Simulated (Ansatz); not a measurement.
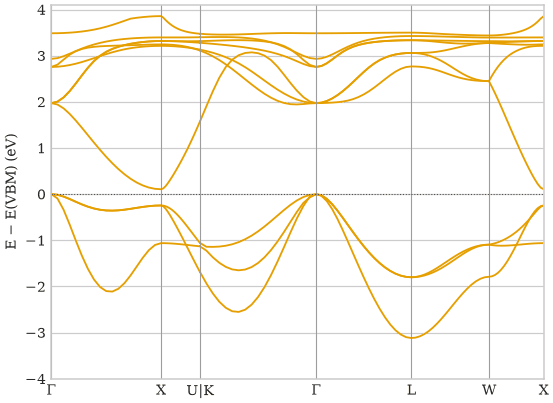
Band structure from plane-wave PAW r²SCAN (Ansatz code)

Q: Read off the gap and where the band edges lie.

A: About 0.1 eV (0.11 eV by a search for the band edges); maximum at Γ, minimum at X.

Q: Which compound is it?
(A) CdS, rock salt
(B) LaP, rock salt
(C) GaN, rock salt
(D) BeS, rock salt

A: B, LaP, rock salt

Space group Fm-3m (rock salt). The workflow started from an entry of the Crystallography Open Database (COD). Its standing as an ambient phase is unchecked. Symmetry was held in the r²SCAN relaxation; its stability against distortions is not shown here. Scalar-relativistic: spin–orbit coupling is off unless named, which matters more the heavier the elements.

Potentials: the later of the program's two PAW sets.
